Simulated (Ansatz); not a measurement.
# BNH4 (SMILES BN): a chain of runs

We compute a series of 38 runs (HF/STO-3G, UHF/STO-3G, HF/3-21G, UHF/3-21G, HF/6-31G*, UHF/6-31G*, B3LYP/6-31G*, UB3LYP/6-31G*, and more) of BH4N. 

The results are computed with Ansatz 0.2.0.

## Step 1: The molecule

The species is BNH4 (6 atoms), meant as a singlet with charge 0. As SMILES, `BN`. The coordinates come from a PBE0-D4/def2-TZVP relaxation. The run starts from this shape.

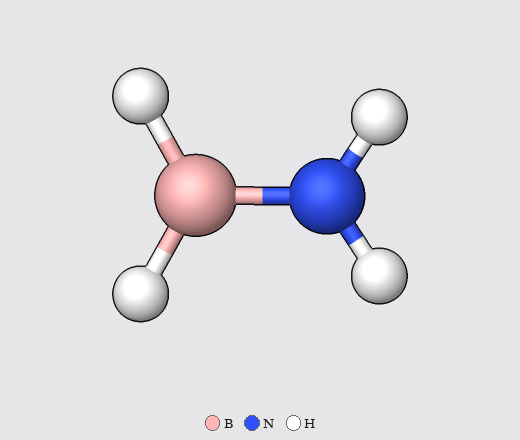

Viewed from a chosen angle; boron pink, nitrogen blue, hydrogen white.

## Step 2: A structure relaxation at HF/STO-3G (run 1)

input.yaml reads:

```yaml
crystal:
  periodic: [false, false, false]
  atoms:
    - {symbol: B, position_ang: [-0.128200, -0.679600, -0.025600]}
    - {symbol: "N", position_ang: [0.146100, 0.677400, 0.010800]}
    - {symbol: H, position_ang: [0.225800, -1.368000, 0.887500]}
    - {symbol: H, position_ang: [-0.712000, -1.128700, -0.969200]}
    - {symbol: H, position_ang: [-0.121600, 1.313700, -0.720800]}
    - {symbol: H, position_ang: [0.632000, 1.121400, 0.771300]}
basis:
  gaussian: {orbitals: STO-3G}
total_charge: 0
hamiltonian: {xc: hf}
relax: {f_tol: 0.002}
output: {orbitals: {seedname: orbitals}}
```

On the command line:

```sh
$ ansatz run input.yaml --threads 1 --pin off --max-ram 3480MiB --events-out events.jsonl --progress --plain --runs-dir runs
```

The program printed:

```text
Warning: RAYON_NUM_THREADS=1 ignored (pool sized by the plan → 1); use --threads N
The last accepted step is kept in runs//last_step.txt (removed where the run ends without a failure and the disk answers)
[... 43 lines left out ...]
Total energy: -2189.58874631 eV, -80.4659022703 hartree
[... 6 lines left out ...]
Dipole moment:     0.073998     0.366190     0.009819 e Å
```

Wall time 1.1 s (1 thread of Arm Neoverse V1, shared host).

Steps, from the record of the run:

| step | energy from the first frame kept (eV) | largest force (eV/Å) |
| --- | --- | --- |
| 1 | 0.0000 | 1.6565 |
| 2 | -0.0625 | 0.2905 |
| 3 | -0.0631 | 0.0644 |
| 4 | -0.0631 | 0.0397 |
| 5 | -0.0632 | 0.0005 |

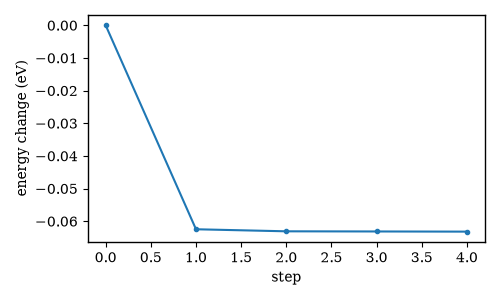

Energy along the run.

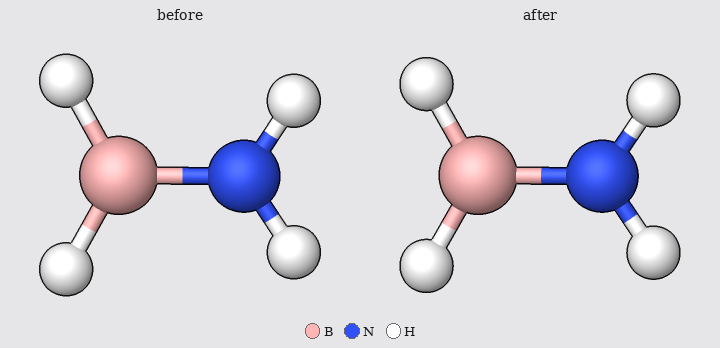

Before and after, at one scale.

After the run. Bond lengths: B1–N2 1.372 Å, B1–H3 1.160 Å, B1–H4 1.160 Å, N2–H5 1.018 Å, N2–H6 1.018 Å. Angles: B1–N2–H5 123.8°, B1–N2–H6 123.8°, N2–B1–H3 119.5°, N2–B1–H4 119.5°, H5–N2–H6 112.3°, H3–B1–H4 121.1°.

## Step 3: The harmonic vibrations at HF/STO-3G (run 2)

molecule.yaml reads:

```yaml
crystal:
  periodic: [false, false, false]
  atoms:
    - {symbol: B, position_ang: [-0.128569, -0.681632, -0.025662]}
    - {symbol: N, position_ang: [0.143044, 0.662369, 0.010365]}
    - {symbol: H, position_ang: [0.210696, -1.355805, 0.854621]}
    - {symbol: H, position_ang: [-0.693739, -1.125029, -0.935876]}
    - {symbol: H, position_ang: [-0.123418, 1.314795, -0.724722]}
    - {symbol: H, position_ang: [0.634088, 1.121501, 0.775274]}
basis:
  gaussian: {orbitals: STO-3G}
magnetization: {spin_polarized: false, initial_magnetization: 0}
hamiltonian: {xc: hf}
phonons: {temperatures: {t_min: 298.15, t_max: 298.15, t_step: 1}}
```

On the command line:

```sh
$ ansatz run molecule.yaml --threads 1 --pin off --max-ram 3480MiB --events-out events.jsonl --progress --plain --runs-dir runs
```

The program printed:

```text
Warning: RAYON_NUM_THREADS=1 ignored (pool sized by the plan → 1); use --threads N
[... 201 lines left out ...]
Total energy: -2189.58874878 eV, -80.4659023611 hartree
[... 6 lines left out ...]
Dipole moment:     0.073998     0.366190     0.009819 e Å
Vibrations: 704.45 880.51 987.95 1219.08 1350.26 1369.63 1637.49 1961.93 3184.66 3331.73 4041.11 4227.59 cm⁻¹, zero-point energy 1.543380 eV
```

It took 3.3 s on 1 thread of Arm Neoverse V1, shared host.

Runs 3 to 18 aren't shown in full; the table further down has their settings and results.

## Step 4: The doublet cation: the energy at UPBE/def2-SVP (run 19)

job.yaml reads:

```yaml
crystal:
  periodic: [false, false, false]
  atoms:
    - {symbol: B, position_ang: [-0.129244, -0.684945, -0.025748]}
    - {symbol: N, position_ang: [0.147003, 0.681966, 0.010891]}
    - {symbol: H, position_ang: [0.231063, -1.384546, 0.903379]}
    - {symbol: H, position_ang: [-0.723130, -1.141067, -0.985849]}
    - {symbol: H, position_ang: [-0.123643, 1.329828, -0.730330]}
    - {symbol: H, position_ang: [0.640050, 1.134963, 0.781657]}
basis:
  gaussian: {orbitals: def2-SVP}
total_charge: 1
magnetization: {spin_polarized: true, initial_magnetization: 1}
hamiltonian: {xc: pbe}
```

On the command line:

```sh
$ ansatz run job.yaml --threads 1 --pin off --max-ram 3480MiB --events-out events.jsonl --progress --plain --runs-dir runs
```

The program printed:

```text
Warning: RAYON_NUM_THREADS=1 ignored (pool sized by the plan → 1); use --threads N
Functional definition: PBE
  name "PBE"
  parameter kappa = 0.804
  parameter beta = 0.06672455060314922
  exchange = pbe_x(kappa = kappa, mu = beta*pi^2/3)
  correlation = pbe_c(beta = beta)
558 factors; their error is unknown
mean field evaluation 1: about -2199.3183 eV, gradient 6.3e1 eV
mean field evaluation 2: about -2157.0804 eV, gradient 9.6e1 eV
mean field evaluation 4: about -2212.3910 eV, gradient 2.4e1 eV
mean field evaluation 8: about -2215.0735 eV, gradient 1.3e1 eV
mean field evaluation 16: about -2216.2779 eV, gradient 5.9e-5 eV
mean field evaluation 32: about -2216.2779 eV, gradient 1.7e-5 eV
mean field -2216.27793857 eV, -81.4467119952 hartree, gradient 2.2e-5 eV, S^2 0.756956; 3 other end points of the search recorded, 0 dependent functions left out
reference -2216.27796587 eV, -81.4467129984 hartree; 8, 7 occupied and 40, 41 virtual orbitals, 558 factors
Total energy: -2216.27796587 eV, -81.4467129984 hartree
```

It took 2.5 s on 1 thread of Arm Neoverse V1, shared host; peak memory 0.094 GiB.

Runs 20 to 37 aren't shown in full; the table further down has their settings and results.

## Step 5: The doublet cation: a geometry optimisation at UCCSD/cc-pVDZ (run 38)

run.yaml reads:

```yaml
basis:
  gaussian: {orbitals: cc-pVDZ}
crystal:
  periodic: [false, false, false]
  atoms:
    - symbol: B
      position_ang: [-0.129168, -0.684564, -0.025733]
    - symbol: "N"
      position_ang: [0.147374, 0.683918, 0.010954]
    - symbol: H
      position_ang: [0.228908, -1.379936, 0.897701]
    - symbol: H
      position_ang: [-0.719405, -1.137947, -0.979967]
    - symbol: H
      position_ang: [-0.123053, 1.324388, -0.727256]
    - symbol: H
      position_ang: [0.637443, 1.130341, 0.778301]
total_charge: 1
magnetization: {spin_polarized: true, initial_magnetization: 1}
correlation: {method: ccsd}
accuracy: high
scf: {omitted_lower_state_checks: [cluster_reference]}
relax: {}
```

On the command line:

```sh
$ ansatz run run.yaml --threads 1 --pin off --max-ram 3480MiB --events-out events.jsonl --progress --plain --runs-dir runs
```

The program printed:

```text
Warning: RAYON_NUM_THREADS=1 ignored (pool sized by the plan → 1); use --threads N
[... 1 set-up line as earlier in the session ...]
[... 276 lines left out ...]
2 core orbitals not correlated: weight in the atoms' cores, before any rotation towards them, 1.000 or more for the frozen orbitals, at most 0.000 for the correlated occupied ones
[... 297 lines left out ...]
2 core orbitals not correlated: weight in the atoms' cores, before any rotation towards them, 1.000 or more for the frozen orbitals, at most 0.000 for the correlated occupied ones
[... 250 lines left out ...]
Dipole moment:     0.072836     0.363515     0.010125 e Å
Checks for a lower state left out: cluster_reference
```

It took 5.4 min on 1 thread of Arm Neoverse V1, shared host; peak memory 0.32 GiB.

Step by step:

| step | energy from the first frame kept (eV) | largest force (eV/Å) |
| --- | --- | --- |
| 1 | 0.0000 | 6.2993 |
| 2 | -0.3536 | 2.4926 |
| 3 | -0.4419 | 0.5632 |
| 4 | -0.4425 | 0.4684 |
| 5 | -0.4483 | 0.0734 |
| 6 | -0.4468 | 0.1823 |
| 7 | -0.4488 | 0.0272 |
| 8 | -0.4561 | 0.3463 |
| 9 | -0.4826 | 1.1544 |
| 10 | -0.5957 | 0.6248 |
| 11 | -0.6207 | 0.7851 |
| 12 | -0.5648 | 1.6115 |
| 13 | -0.6403 | 0.0597 |
| 14 | -0.6435 | 0.1545 |
| 15 | -0.6471 | 0.0563 |
| 16 | -0.6474 | 0.0027 |
| 17 | -0.6475 | 0.0159 |
| 18 | -0.6462 | 0.1560 |
| 19 | -0.6475 | 0.0019 |
| 20 | -0.6475 | 0.0085 |
| 21 | -0.6475 | 0.0147 |
| 22 | -0.6475 | 0.0184 |
| 23 | -0.6475 | 0.0155 |
| 24 | -0.6475 | 0.0064 |

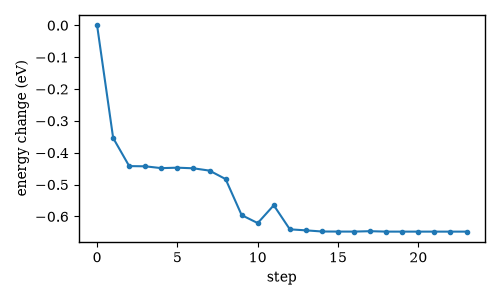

Energy along the run.

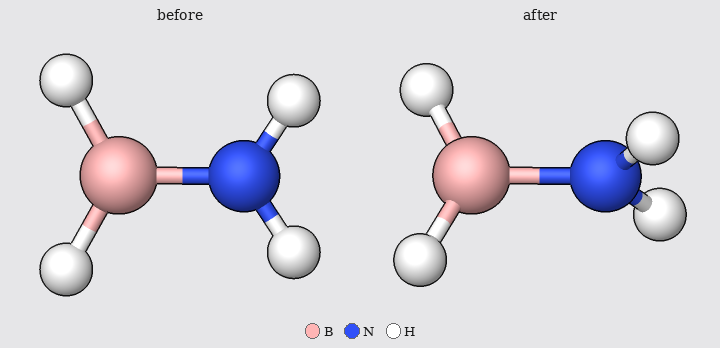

Before and after, at one scale.

After the run. Bond lengths: B1–N2 1.494 Å, B1–H3 1.204 Å, B1–H4 1.204 Å, N2–H5 1.034 Å, N2–H6 1.034 Å. Angles: B1–N2–H5 123.2°, B1–N2–H6 123.2°, N2–B1–H3 116.5°, N2–B1–H4 116.5°, H5–N2–H6 113.7°, H3–B1–H4 127.0°.

## Step 6: Overview of the runs

| run | level | task | walk f tol | partner | energy (Eh) | dipole moment (D) | wall time |
| --- | --- | --- | --- | --- | --- | --- | --- |
| 1 | HF/STO-3G | optimise | 0.002 | base | -80.465902 | 1.80 | 1.1 s |
| 2 | HF/STO-3G | frequencies | – | base | -80.465902 | 1.80 | 3.3 s |
| 3 | UHF/STO-3G | energy | – | cation | -80.162867 | – | 0.08 s |
| 4 | UHF/STO-3G | optimise | – | cation | -80.197489 | – | 4.5 s |
| 5 | HF/3-21G | optimise | 0.002 | base | -81.043431 | 2.00 | 1.2 s |
| 6 | HF/3-21G | frequencies | – | base | -81.043431 | 2.00 | 2.1 s |
| 7 | UHF/3-21G | energy | – | cation | -80.689560 | – | 0.18 s |
| 8 | UHF/3-21G | optimise | – | cation | -80.713379 | – | 5.1 s |
| 9 | HF/6-31G* (Cartesian functions) | optimise | 0.002 | base | -81.489101 | 1.82 | 2.3 s |
| 10 | HF/6-31G* (Cartesian functions) | frequencies | – | base | -81.489101 | 1.82 | 8.1 s |
| 11 | UHF/6-31G* (Cartesian functions) | energy | – | cation | -81.137524 | – | 0.36 s |
| 12 | UHF/6-31G* (Cartesian functions) | optimise | – | cation | -81.157686 | – | 9.3 s |
| 13 | B3LYP/6-31G* (Cartesian functions) | optimise | 0.002 | base | -82.039325 | 2.12 | 4.5 s |
| 14 | B3LYP/6-31G* (Cartesian functions) | frequencies | – | base | -82.039325 | 2.12 | 19 s |
| 15 | UB3LYP/6-31G* (Cartesian functions) | energy | – | cation | -81.629707 | – | 2.4 s |
| 16 | UB3LYP/6-31G* (Cartesian functions) | optimise | – | cation | -81.660712 | – | 13 s |
| 17 | PBE/def2-SVP | optimise | 0.002 | base | -81.854148 | 2.34 | 5.4 s |
| 18 | PBE/def2-SVP | frequencies | – | base | -81.854148 | 2.34 | 18 s |
| 19 | UPBE/def2-SVP | energy | – | cation | -81.446713 | – | 2.5 s |
| 20 | UPBE/def2-SVP | optimise | – | cation | -81.476572 | – | 14 s |
| 21 | MP2/6-31G* (Cartesian functions) | optimise | 0.002 | base | -81.731218 | 2.12 | 2.1 s |
| 22 | MP2/6-31G* (Cartesian functions) | frequencies | – | base | -81.731218 | 2.12 | 11 s |
| 23 | UMP2/6-31G* (Cartesian functions) | energy | – | cation | -81.331977 | – | 0.38 s |
| 24 | UMP2/6-31G* (Cartesian functions) | optimise | – | cation | -81.354333 | – | 10 s |
| 25 | PBE-D3(BJ)/def2-TZVP | optimise | 0.002 | base | -81.951787 | 2.08 | 7.8 s |
| 26 | PBE-D3(BJ)/def2-TZVP | frequencies | – | base | -81.951787 | 2.08 | 30 s |
| 27 | SVWN5/def2-TZVP | optimise | 0.002 | base | -81.299220 | 2.15 | 6.3 s |
| 28 | SVWN5/def2-TZVP | frequencies | – | base | -81.299220 | 2.15 | 22 s |
| 29 | BLYP/cc-pVTZ | optimise | 0.002 | base | -82.032622 | 2.09 | 10 s |
| 30 | BLYP/cc-pVTZ | frequencies | – | base | -82.032622 | 2.09 | 37 s |
| 31 | MP2/aug-cc-pVDZ | optimise | 0.002 | base | -81.782222 | 1.84 | 9 s |
| 32 | MP2/aug-cc-pVDZ | frequencies | – | base | -81.782222 | 1.84 | 29 s |
| 33 | B3LYP-D4/def2-TZVP | optimise | 0.002 | base | -82.084333 | 1.97 | 7.8 s |
| 34 | B3LYP-D4/def2-TZVP | frequencies | – | base | -82.084333 | 1.97 | 32 s |
| 35 | CCSD/cc-pVDZ | optimise | 0.002 | base | -81.792635 | 2.19 | 21 s |
| 36 | CCSD/cc-pVDZ | frequencies | – | base | -81.792635 | 2.19 | 2.5 min |
| 37 | UCCSD/cc-pVDZ | energy | – | cation | -81.392653 | – | 3.9 s |
| 38 | UCCSD/cc-pVDZ | optimise | – | cation | -81.416449 | – | 5.4 min |

## Step 7: What came out

```
                                                                             quantity         value
                                      doublet cation, run 38: total energy at the end  -81.41645 Eh
                  doublet cation, run 38: correlation energy (2 core orbitals frozen)    -250.9 mEh
                            doublet cation, run 38: ⟨S²⟩ of the reference determinant         0.763
                                                doublet cation, run 38: T1 diagnostic         0.024
                         vertical ionisation energy (to the doublet cation), HF/3-21G      9.629 eV
                     vertical ionisation energy (to the doublet cation), B3LYP/6-31G*     11.146 eV
                     vertical ionisation energy (to the doublet cation), PBE/def2-SVP     11.087 eV
                       vertical ionisation energy (to the doublet cation), MP2/6-31G*     10.864 eV
                     vertical ionisation energy (to the doublet cation), CCSD/cc-pVDZ     10.884 eV
    adiabatic ionisation energy (to the doublet cation, no zero-point term), HF/3-21G      8.981 eV
adiabatic ionisation energy (to the doublet cation, no zero-point term), B3LYP/6-31G*     10.303 eV
adiabatic ionisation energy (to the doublet cation, no zero-point term), CCSD/cc-pVDZ     10.237 eV
```

At HF/3-21G: removing an electron at fixed nuclei costs 9.63 eV (222 kcal/mol). At B3LYP/6-31G*: removing an electron at fixed nuclei costs 11.15 eV (257 kcal/mol). At PBE/def2-SVP: the vertical ionisation energy comes to 11.09 eV (256 kcal/mol). At MP2/6-31G*: the vertical ionisation energy comes to 10.86 eV (1048 kJ/mol). At CCSD/cc-pVDZ: the vertical ionisation energy comes to 10.88 eV (1050 kJ/mol). At HF/3-21G: the adiabatic ionisation energy (to the doublet cation, no zero-point term) is 8.98 eV (207 kcal/mol). Totals of different functionals can't be ranked against each other. In runs 1, 2, 3, 4 the basis is minimal, so the values are rough. All runs together took 14 min, the longest 5.4 min.
